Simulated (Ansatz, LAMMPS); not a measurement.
**Forces and charges in glassy 46SiO2-16Al2O3-16BaO-16Li2O-5Sc2O3 (mol %) (121 atoms)**

Wanted: forces, charges and levels of glassy 46SiO2-16Al2O3-16BaO-16Li2O-5Sc2O3 (mol %) (121 atoms).

Program: Ansatz 0.2.0. Level of theory: Kohn-Sham DFT, PBE, PAW (set soft_2), plane waves. Results are calculated unless marked as measured.

**1. The structure**

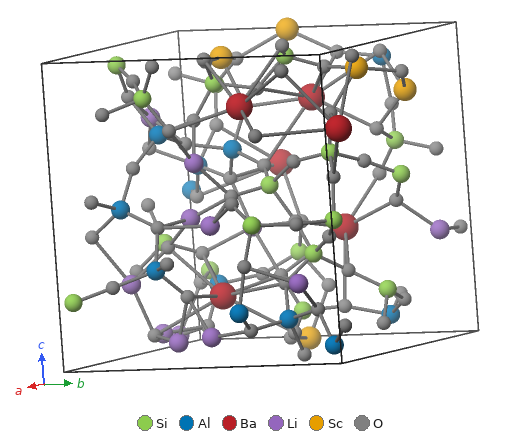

Start, viewed slightly off an axis; silicon green, aluminium blue, barium red, lithium purple, scandium orange, oxygen grey. Some periodic images of atoms are drawn too.

The cell holds 121 atoms: 17 Si, 12 Al, 6 Ba, 12 Li, 4 Sc and 70 O. Its edges and angles: a = 11.574 Å, b = 11.574 Å, c = 11.574 Å, α = 90.0°, β = 90.0°, γ = 90.0°. 121 atoms (17 Si, 12 Al, 6 Ba, 12 Li, 4 Sc, 70 O) placed at random at 3.16 g/cm³, melted at 4000 K for 10 ps at fixed volume with the Morse and Coulomb pair potential with partial charges (Pedone, Malavasi, Menziani, Cormack and Segre, J. Phys. Chem. B 110, 11780 (2006)). Quenched from 4000 K to 300 K at 30 K/ps and fixed volume, held 10 ps at zero pressure, then minimised at fixed cell.

What the set-up can't give: The quench rate of 30 K/ps is many orders above laboratory rates, so the cell is likely richer in defects and strain than a real sample. The network of bonds at the start is that of the classical potential that made the cell, and needn't be the one that DFT or experiment would give. Only the Γ point is sampled, in a cell whose shortest periodic width is 12 Å. Spin–orbit coupling is left out, which matters for the levels of the heavy elements.

**2. Making the structure**

A classical potential supplies the starting structure, since it reaches far longer times than DFT.

This step: classical MD, Morse and Coulomb pair potential with partial charges (Pedone, Malavasi, Menziani, Cormack and Segre, J. Phys. Chem. B 110, 11780 (2006)) (LAMMPS 22 Jul 2025 - Update 4).

in.lmp

```
# melt-quench of Si17Al12Ba6Li12Sc4O70
units metal
atom_style charge
boundary p p p
region box block 0 11.6490 0 11.6490 0 11.6490
create_box 6 box
mass 1 28.0850   # Si
mass 2 26.9815   # Al
mass 3 137.3270   # Ba
mass 4 6.9400   # Li
mass 5 44.9559   # Sc
mass 6 15.9990   # O
create_atoms 1 random 17 200049 NULL overlap 1.5 maxtry 2000
create_atoms 2 random 12 200056 NULL overlap 1.5 maxtry 2000
create_atoms 3 random 6 200063 NULL overlap 1.5 maxtry 2000
create_atoms 4 random 12 200070 NULL overlap 1.5 maxtry 2000
create_atoms 5 random 4 200077 NULL overlap 1.5 maxtry 2000
create_atoms 6 random 70 200084 NULL overlap 1.5 maxtry 2000
pair_style hybrid/overlay pedone 5.5 coul/long 8.0
pair_coeff * * coul/long
pair_coeff 1 6 pedone 0.340554 2.006700 2.100000 1   # Si-O
pair_coeff 2 6 pedone 0.361581 1.900442 2.164818 0.9   # Al-O
pair_coeff 3 6 pedone 0.065011 1.547596 3.393410 5   # Ba-O
pair_coeff 4 6 pedone 0.001114 3.429506 2.681360 1   # Li-O
pair_coeff 5 6 pedone 0.000333 3.144445 3.200000 2.6   # Sc-O
pair_coeff 6 6 pedone 0.042395 1.379316 3.618701 22   # O-O
set type 1 charge 2.4
set type 2 charge 1.8
set type 3 charge 1.2
set type 4 charge 0.6
set type 5 charge 1.8
set type 6 charge -1.2
kspace_style pppm 1.0e-4
neigh_modify delay 0 every 1 check yes
# [... 22 lines left out ...]
thermo 1666
fix md all npt temp 300 300 0.2 iso 0 0 2
run 5000 post no
unfix md
thermo 100
min_style cg
minimize 0 1e-3 2000 20000
write_dump all custom glass.dump id type xs ys zs modify sort id
```

On the command line:

```bash
$ lmp -in in.lmp -log none -nocite
```

Numbers of over 12 decimals in the logs are rounded to 6 here.

The log of the run:

```text
LAMMPS (22 Jul 2025 - Update 4)
Created orthogonal box = (0 0 0) to (11.649 11.649 11.649)
Created 17 atoms
Created 12 atoms
Created 6 atoms
Created 12 atoms
Created 4 atoms
Created 70 atoms
PPPM initialization ...
  G vector (1/distance) = 0.37613258
  grid = 12 12 12
  estimated relative force accuracy = 7.0068951e-05
   Step          Time           Temp          PotEng         Press         Density
         0   0              0             -1.1753463      807404.58      3.1600395
        93   0.186          0             -12.971447     -13666.643      3.1600395
Loop time of 0.125114 s on 1 MPI rank(s) for 93 steps with 121 atoms
Minimization stats:
  Stopping criterion = energy tolerance
  Energy initial, next-to-last, final =
      -1.1753462799436  -12.9701671851121  -12.9714468132582
  Force two-norm initial, final = 338.66629 2.5563718
  Iterations, force evaluations = 93 122
   Step          Time           Temp          PotEng         Press         Density
[... 12 lines left out ...]
[... 1 line left out ...]
Loop time of 4.31439 s on 1 MPI rank(s) for 5000 steps with 121 atoms
   Step          Time           Temp          PotEng         Press         Density
[... 12 lines left out ...]
Loop time of 51.449 s on 1 MPI rank(s) for 61667 steps with 121 atoms
   Step          Time           Temp          PotEng         Press         Density
[... 3 lines left out ...]
     71638   143.276        278.72399     -13.051287      1021.4372      3.206773
     72667   145.334        316.51846     -13.046808      5005.785       3.2217768
Loop time of 5.40145 s on 1 MPI rank(s) for 5000 steps with 121 atoms
   Step          Time           Temp          PotEng         Press         Density
     72667   145.334        316.51846     -13.046809      5005.019       3.2217768
     72683   145.366        316.51846     -13.089189      1102.2984      3.2217768
Loop time of 0.0645262 s on 1 MPI rank(s) for 16 steps with 121 atoms
Minimization stats:
  Stopping criterion = linesearch alpha is zero
  Energy initial, next-to-last, final =
     -13.0468090178329  -13.0891893881642  -13.0891893881642
  Force two-norm initial, final = 13.255495 0.59861239
  Iterations, force evaluations = 16 65
```

It took 62 s on 1 thread of Arm Neoverse N1, shared host; peak memory 0.075 GiB.

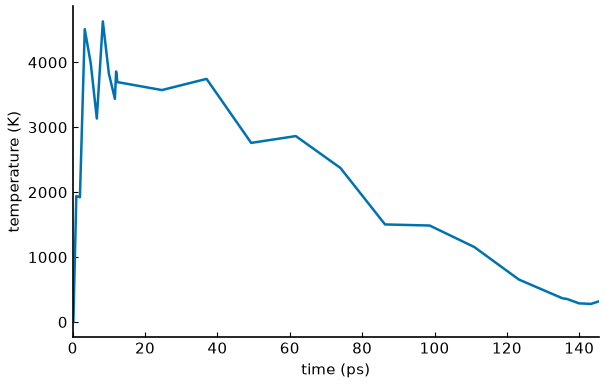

Temperature against time.

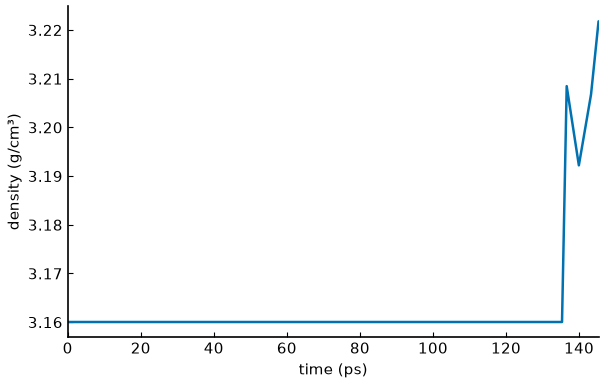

Density, plotted against time.

**3. Plane-wave single point**

The electrons are solved once, with the atoms held.

input.yaml

```yaml
crystal:
  lattice:
    - [11.57411, 0.0, 0.0]
    - [0.0, 11.57411, 0.0]
    - [0.0, 0.0, 11.57411]
  atoms:
    - { symbol: Si, position: [0.72923, 0.87219, 0.43967] }
    - { symbol: Si, position: [0.51942, 0.63529, 0.95644] }
    - { symbol: Si, position: [0.35747, 0.94162, 0.54763] }
    - { symbol: Si, position: [0.07445, 0.78778, 0.63207] }
    - { symbol: Si, position: [0.58179, 0.80307, 0.64551] }
    - { symbol: Si, position: [0.9258, 0.67507, 0.44811] }
    - { symbol: Si, position: [0.67452, 0.10699, 0.95707] }
    - { symbol: Si, position: [0.55064, 0.70233, 0.31651] }
    - { symbol: Si, position: [0.52948, 0.55225, 0.54088] }
    - { symbol: Si, position: [0.86725, 0.2865, 0.86347] }
    - { symbol: Si, position: [0.32379, 0.5368, 0.11334] }
    - { symbol: Si, position: [0.08111, 0.41835, 0.2813] }
    - { symbol: Si, position: [0.09328, 0.16703, 0.8318] }
    - { symbol: Si, position: [0.58026, 0.40384, 0.88027] }
    - { symbol: Si, position: [0.9984, 0.05126, 0.22311] }
    - { symbol: Si, position: [0.41629, 0.89261, 0.18256] }
    - { symbol: Si, position: [0.43562, 0.11393, 0.35635] }
    - { symbol: Al, position: [0.85316, 0.28293, 0.30466] }
    - { symbol: Al, position: [0.23208, 0.1962, 0.19891] }
    - { symbol: Al, position: [0.58864, 0.19641, 0.71962] }
    - { symbol: Al, position: [0.84292, 0.89911, 0.04588] }
    - { symbol: Al, position: [0.76654, 0.12943, 0.49748] }
    - { symbol: Al, position: [0.7268, 0.68459, 0.12366] }
    - { symbol: Al, position: [0.97819, 0.6331, 0.16951] }
    - { symbol: Al, position: [0.01909, 0.0163, 0.48627] }
    - { symbol: Al, position: [0.22935, 0.151, 0.58464] }
    - { symbol: Al, position: [0.3686, 0.34765, 0.64565] }
    - { symbol: Al, position: [0.1886, 0.78321, 0.07925] }
    - { symbol: Al, position: [0.02357, 0.73549, 0.9003] }
    - { symbol: Ba, position: [0.27564, 0.59895, 0.79769] }
    - { symbol: Ba, position: [0.84219, 0.97008, 0.74495] }
    - { symbol: Ba, position: [0.24558, 0.67098, 0.37186] }
    [... 83 atom lines left out ...]
    - { symbol: O, position: [0.63304, 0.63505, 0.23174] }
    - { symbol: O, position: [0.61161, 0.82973, 0.77453] }
    - { symbol: O, position: [0.55172, 0.18236, 0.3516] }
    - { symbol: O, position: [0.50476, 0.91367, 0.08158] }
    - { symbol: O, position: [0.45018, 0.22022, 0.67514] }
    - { symbol: O, position: [0.16031, 0.79959, 0.92961] }
kpoints:
  mp_grid: { grid: [1, 1, 1] }
hamiltonian:
  xc: pbe
scf:
  occupations: { method: fixed }
output:
  forces: true
  stress: true
  populations: true
  dos:
    method: { smearing: { sigma: 0.15 } }
    de: 0.1
    projected: { site_lists: { Al: [Al], Ba: [Ba], Li: [Li], O: [O], Sc: [Sc] } }
  eigenvalues: true
  write_density: true
  write_potential: true
  volumetric_format: npy
```

On the command line:

```bash
$ ansatz run input.yaml --threads 8 --pin off --max-ram 15872MiB --backend cpu --events-out ev --progress --plain --runs-dir out
```

The log of the run:

```text
Engine: ansatz 0.2.0, aarch64-unknown-linux-gnu
Pseudopotentials: kind: paw
Pseudopotential: Si, paw, valence charge 4, recommended cutoff 420 eV (normal), Si.paw.azcp
Pseudopotential: Al, paw, valence charge 3, recommended cutoff 420 eV (normal), Al.paw.azcp
Pseudopotential: Ba, paw, valence charge 10, recommended cutoff 420 eV (normal), Ba.paw.azcp
Pseudopotential: Li, paw, valence charge 3, recommended cutoff 420 eV (normal), Li.paw.azcp
Pseudopotential: Sc, paw, valence charge 11, recommended cutoff 420 eV (normal), Sc.paw.azcp
Pseudopotential: O, paw, valence charge 6, recommended cutoff 420 eV (normal), O.paw.azcp
[... 5 lines on functional and potentials left out ...]
Crystal: 121 atoms, lattice volume = 1550.468 Å³
Basis set: ecut = 420 eV, 30551 PW (Γ), exchange–correlation on 160×160×160 points (8 copies of the dense FFT grid, shifted against one another)
Bands: 453, of which v1, the nominal top of the filled ones, is band 332 counted from 1 (331 counted from 0)
Symmetry: 1 space group operations
Space group: P1 (ITA 1), of the structure as read, at distance tolerance 1.2e-4 Å
k-points: 1
[... 13 lines on functional and potentials left out ...]
Initial density: superposition of atomic densities (neutral atoms: chi_scale 0, normalization atom), corrected by the library's trained network
Initial wavefunctions: pseudopotential atomic-orbital guess
Functional: x = pbe(κ = 0.804, μ = 0.219515), c = pbe(β = 0.066725)
SCF iter   1: F=—  HF=-103834.293596 eV  |F-HF|=—  |Δ(HF+E_count)|=         —  Δρ=1.99e-3  dr2=7.33e-2  ethr=1.77e-3  ⟨swp⟩=4.0  Hψ=1634  notcnv=0  defer=113
preconditioner: auto → Resta (q_TF=auto, 2.369 Å⁻¹)  ε∞=3.6  [insulator: Δε(μ)=3.720 eV  Ē_g=14.361 eV  n_scr=364 (ndim 8)  ℏωp=23.0 eV  f_vac=0.072  ε∞_Penn≈3.6]
SCF iter   2: F=—  HF=-103834.293216 eV  |F-HF|=—  |Δ(HF+E_count)|=   3.79e-4  Δρ=1.08e-3  dr2=1.98e-2  ethr=1.10e-5  ⟨swp⟩=2.0  Hψ=786  notcnv=0  defer=119
SCF iter   3: F=—  HF=-103834.296466 eV  |F-HF|=—  |Δ(HF+E_count)|=   3.25e-3  Δρ=4.74e-4  dr2=5.59e-3  ethr=2.99e-6  ⟨swp⟩=2.0  Hψ=605  notcnv=0  defer=119
SCF iter   4: F=—  HF=-103834.297117 eV  |F-HF|=—  |Δ(HF+E_count)|=   6.51e-4  Δρ=1.51e-4  dr2=4.76e-4  ethr=8.42e-7  ⟨swp⟩=2.0  Hψ=571  notcnv=0  defer=119
SCF iter   5: F=—  HF=-103834.297187 eV  |F-HF|=—  |Δ(HF+E_count)|=   6.99e-5  Δρ=1.05e-4  dr2=1.66e-4  ethr=7.17e-8  ⟨swp⟩=2.0  Hψ=576  notcnv=0  defer=114
SCF iter   6: F=—  HF=-103834.297193 eV  |F-HF|=—  |Δ(HF+E_count)|=   5.89e-6  Δρ=4.76e-5  dr2=3.57e-5  ethr=2.51e-8  ⟨swp⟩=2.0  Hψ=576  notcnv=0  defer=113
SCF iter   7: F=—  HF=-103834.296833 eV  |F-HF|=—  |Δ(HF+E_count)|=   3.60e-4  Δρ=1.79e-5  dr2=4.61e-6  ethr=5.38e-9  ⟨swp⟩=2.0  Hψ=785  notcnv=0  defer=113
SCF iter   8: F=—  HF=-103834.296834 eV  |F-HF|=—  |Δ(HF+E_count)|=   1.28e-6  Δρ=7.98e-6  dr2=1.05e-6  ethr=6.95e-10  ⟨swp⟩=2.0  Hψ=603  notcnv=0  defer=113
SCF iter   9: F=—  HF=-103834.296835 eV  |F-HF|=—  |Δ(HF+E_count)|=   5.73e-7  Δρ=3.22e-6  dr2=1.73e-7  ethr=1.58e-10  ⟨swp⟩=2.0  Hψ=570  notcnv=0  defer=113
SCF iter  10: F=-103834.296835 eV  HF=-103834.296835 eV  |F-HF|=2.68e-9  |Δ(HF+E_count)|=   8.71e-8  Δρ=1.55e-6  dr2=3.71e-8  ethr=1.51e-11  ⟨swp⟩=27.0  Hψ=5140  notcnv=0
SCF 1 converged in 10 iterations: F = -103834.296835 eV  dr2 = 3.71e-8
  greatest PAW one-centre occupation: 1.000 electrons in one spin orbital (limit 2), on the Li atom at site 45 (counted from 0), in its partial waves of l = 0
SCF converged after 10 iterations
Free energy (F): -103834.296835 eV
Harris-Foulkes:  -103834.296835 eV  (|F-HF|=2.68e-9)
Internal energy: -103834.296835 eV  (E = F + TS)
E sigma→0 (E₀):  -103834.296835 eV
Fermi energy:    4.868978 eV
--- Per-component energies (eV) ---
  E_band       = -3333.485761
  E_kinetic    = 15912.723086
  E_local      = -41035.681291  (includes V_loc(G=0)·N_el)
  E_nonlocal   = 4167.929448
  E_hartree    = 15226.963739
  E_xc         = -8231.842979
  E_vxc        = -9355.434867  (∫ρ·V_xc dr)
  E_paw        = -60875.972800  (= ΣΔE_a)
  E_vpaw       = -3477.125475  (= ΣTr[D̂ρ^β])
  E_aug_tail   = 0.178013  (compensation charges beyond the density's cutoff)
  E_ewald      = -28998.594052
  E_smearing   = -0.000000  (= −TS)
  E_closure    = 0.000000  (closes the sum)
  Σ components = -103834.296835   (vs F -103834.296835, Δ=0.00e0)
--- Forces (eV/Å), atoms counted from 1 ---
  atom   1  Si    -0.63473504    -1.70234991     0.61687079
  atom   2  Si    -0.45254798    -1.23808906     0.32341129
  atom   3  Si     0.61955306    -0.11731669    -0.66000301
  atom   4  Si    -0.49466750     0.26275374     0.57403384
  atom   5  Si    -1.01844072     0.01647168    -1.74226650
  atom   6  Si    -0.73345520     1.15574989     0.50725018
  atom   7  Si     0.17845391     0.34806862    -0.97651229
  atom   8  Si     1.17042759     1.10741078     0.53295896
  atom   9  Si     0.20782916     1.47575680    -0.22620882
  atom  10  Si     0.68958479    -0.59497599     0.10746278
  atom  11  Si     0.80358157     0.64460968    -0.89290621
  atom  12  Si     0.27650998    -0.33685755    -0.88691038
  atom  13  Si     0.47551937     1.24975381    -0.20042467
  atom  14  Si    -0.09197955     0.30002729     0.47751162
[...]
atom 120  O     -0.53357434    -0.75621766    -0.09201753
  atom 121  O      0.74137851     0.49115503    -0.33504884
  max |Σ_I F_I| component: 5.36e-5 eV/Å
--- Stress (GPa, compression-positive) ---
        7.847689       0.578187      -0.731128
        0.578190       5.174574       0.991904
       -0.731130       0.991902       5.403862
  P = ⅓ Tr σ = 6.1420 GPa (61.420 kbar)
--- Band table (eV) ---
  k-point 0: bands = ["-43.6781", "-43.2612", "-43.0656", "-42.7014", [... 437 levels ...], "14.1263", "14.1396", "14.1531", "14.1853", "14.2019", "14.2083", "14.2267", "14.2641", "14.2790", "14.2844", "14.2962", "14.3130"]
--- Löwdin populations: 121 sites ---
  site symbol       q [e]
     0     Si      2.2535
     1     Si      2.3294
     2     Si      2.3160
[...]
120      O      6.8608
  spilling = 0.011105 (of n_electrons = 664.000000)
```

Elapsed: 58 s, on 8 threads of Arm Neoverse N1, shared host; peak memory 2.4 GiB.

Read from the output:

```yaml
free_energy: -103834.2968 eV
free_energy_per_atom: -858.1347 eV/atom
scf_cycles: 10
pressure: 6.142 GPa
r_m_s_force_component: 0.845 eV/Å
longest_force: 3.123 eV/Å
fermi_energy: 4.869 eV
spacing_of_highest_filled_and_lowest_empty_level: 3.75 eV
spilling_of_the_projection: 0.01111
```

Length of the force by element:

| element | coordination | atoms | mean length of the force (eV/Å) | spread | least | most |
| --- | --- | --- | --- | --- | --- | --- |
| Al | all | 12 | 0.966 | 0.409 | 0.287 | 1.71 |
| Ba | all | 6 | 0.536 | 0.177 | 0.258 | 0.802 |
| Li | all | 12 | 0.475 | 0.282 | 0.0661 | 1.05 |
| O | all | 70 | 1.58 | 0.670 | 0.382 | 3.12 |
| Sc | all | 4 | 0.981 | 0.219 | 0.623 | 1.21 |
| Si | all | 17 | 1.28 | 0.415 | 0.571 | 2.02 |

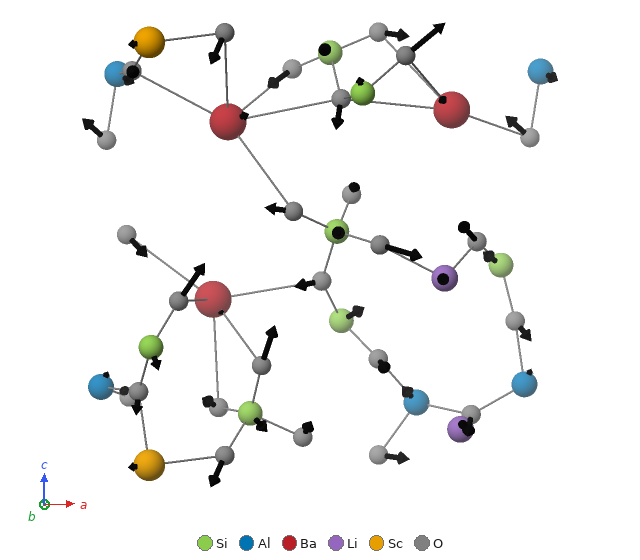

Forces as arrows; the longest in the cell is 3.12 eV/Å. Drawn is a slice 4 Å thick, seen along the normal of the ac plane.

Löwdin charges by element (they lack the spilled electrons, 0.061 e an atom on average):

| element | coordination | atoms | mean charge (e) | spread | least | most |
| --- | --- | --- | --- | --- | --- | --- |
| Al | all | 12 | 1.24 | 0.041 | 1.15 | 1.31 |
| Ba | all | 6 | 1.90 | 0.0102 | 1.89 | 1.91 |
| Li | all | 12 | 0.791 | 0.0204 | 0.759 | 0.829 |
| O | all | 70 | -0.887 | 0.0715 | -1.12 | -0.780 |
| Sc | all | 4 | 1.28 | 0.0264 | 1.25 | 1.32 |
| Si | all | 17 | 1.68 | 0.0342 | 1.62 | 1.75 |

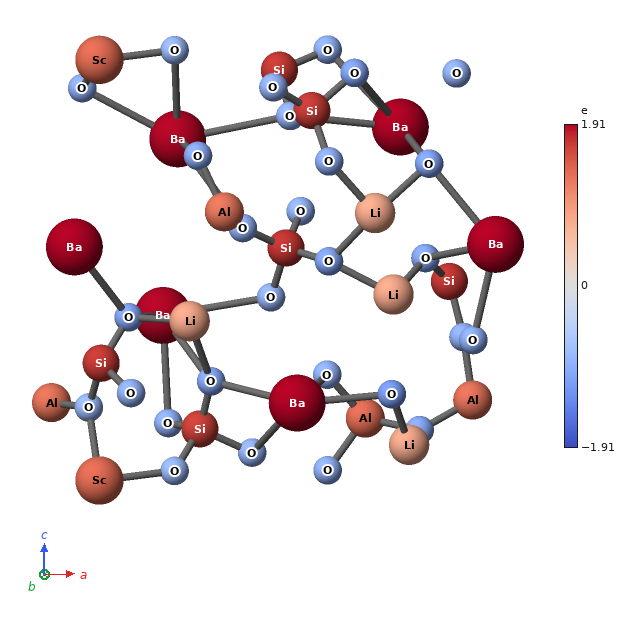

Atoms coloured by Löwdin charge. Drawn is a slice 4 Å thick, seen along the normal of the ac plane. Bonds to atoms that aren't drawn are left out.

Density of states as counts of states in windows of 1 eV (from the Fermi level), total and the larger projections:

| from (eV) | to (eV) | total | O p | Sc d |
| --- | --- | --- | --- | --- |
| -10 | -9 | 2.0 | 1.3 | 0.0 |
| -9 | -8 | 8.5 | 5.8 | 0.0 |
| -8 | -7 | 12.1 | 8.5 | 0.0 |
| -7 | -6 | 17.4 | 12.9 | 0.1 |
| -6 | -5 | 29.2 | 22.3 | 0.3 |
| -5 | -4 | 47.2 | 37.1 | 0.8 |
| -4 | -3 | 68.7 | 58.0 | 1.0 |
| -3 | -2 | 84.6 | 76.0 | 1.4 |
| -2 | -1 | 90.4 | 84.5 | 1.1 |
| -1 | 0 | 58.3 | 55.6 | 0.3 |
| 0 | 1 | 1.5 | 1.5 | 0.0 |
| 1 | 3 | 0.0 | 0.0 | 0.0 |
| 3 | 4 | 3.8 | 0.2 | 1.9 |
| 4 | 5 | 25.0 | 1.9 | 16.1 |

With fixed occupations the program's Fermi level is the highest filled level; weight inside the gap is the broadening of levels at its edges.

Between -26 and -10 eV lie 183 more states.

The stored curve holds about 603 of the 664 electrons; the rest, give or take the few that broadening carries across the Fermi level, lie in deeper levels below its range.

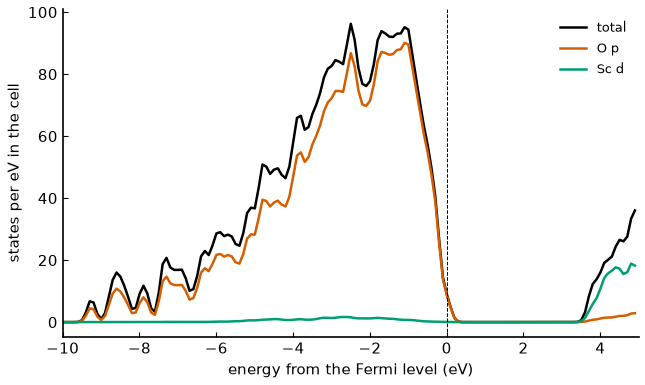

Total and projected density of states, with the broadening of the input.

Not all projections were asked for or kept, so they needn't add up to the total.

The levels nearest the highest filled one (over half full), pooled over k-points and spins:

| level less the highest filled one (eV) | occupation |
| --- | --- |
| -0.368 | 2 |
| -0.357 | 2 |
| -0.286 | 2 |
| -0.237 | 2 |
| -0.226 | 2 |
| 0 | 2 |
| 3.75 | 0 |
| 3.89 | 0 |
| 4.05 | 0 |
| 4.13 | 0 |
| 4.23 | 0 |
| 4.34 | 0 |

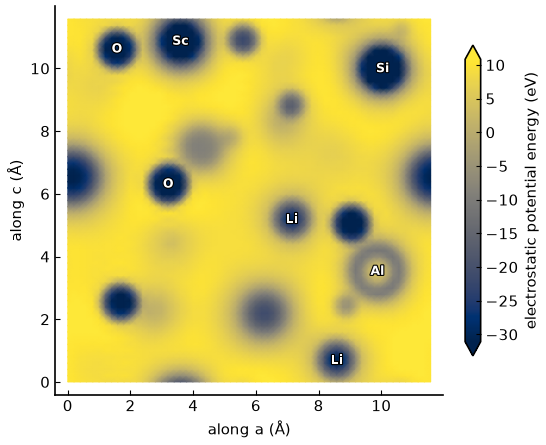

Electrostatic potential energy in the ac plane at fractional y = 0.287, with atoms of Si and Al and Li and Sc and O within 0.2 Å of it. With pseudopotentials it is smooth inside the atoms' cores, unlike the true potential.

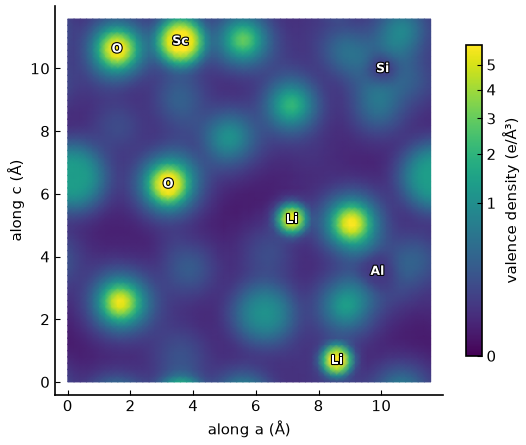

Valence density in the ac plane at fractional y = 0.287, with atoms of Si and Al and Li and Sc and O within 0.2 Å of it. It is the smooth field of the valence electrons, not physical close to the nuclei. The colour scale is stretched toward low values.

Mean Löwdin charges: Al +1.24, Ba +1.90, Li +0.79, O -0.89, Sc +1.28, Si +1.68 e (they miss 1.1 % of the electrons, so they add up to more than the cell's charge). The largest share in the top eV of filled states is O p (98 % of the projected weight), and in the lowest eV of empty states Sc d (74 % of the projected weight).

(Continued in part 2 of 2.)

[Logs are printed without paths, hosts, clocks, repeated set-up lines and the standing remarks that a program may print on its own settings, such as how far it seeks lower states.]

[Hosts, paths, dates, database ids (printed as entryN), source tags and the programs' standing remarks are cut or masked in the printed files.]
